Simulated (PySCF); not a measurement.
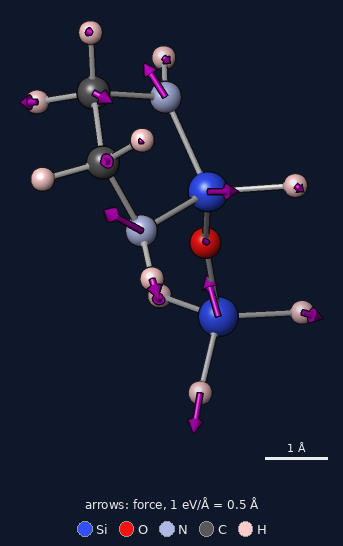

Starting geometry of C$_{2}$H$_{10}$N$_{2}$OSi$_{2}$ with the computed forces as purple arrows. The picture is a ball-and-stick view, seen from a free direction.

The start comes from GFN2-xTB. Its atoms were then displaced at random by about 0.01 Å.

Level of theory: PySCF 2.14.0, density-fitted response routines, PBE0-D3(BJ)/def2-SVP geometry optimisation, gas phase. 

Question: Is this structure relaxed? If not, where do the atoms go?

Answer: It isn't relaxed: the largest force vector, on an N atom, is 2.01 eV/Å. The final displacements have little in common with the starting forces (cosine between the two patterns −0.20). The energy falls by 0.367 eV in 24 geometry steps. The largest move after the best rigid fit is that of an H atom, 2.62 Å. By element the largest moves are H 2.62 Å, O 0.79 Å, Si 0.68 Å, N 0.58 Å, C 0.47 Å. Among the contacts that change: H–Si 1.425 → 1.496 Å, N–Si 1.687 → 1.733 Å, O–Si 1.626 → 1.667 Å, H–Si 1.454 → 1.493 Å. Bond angles that change, for instance: Si–O–Si 160.8° → 129.2°, N–Si–H 109.7° → 114.3°, C–N–H 111.5° → 116.1°. Groups turn about O–Si by about 100°.
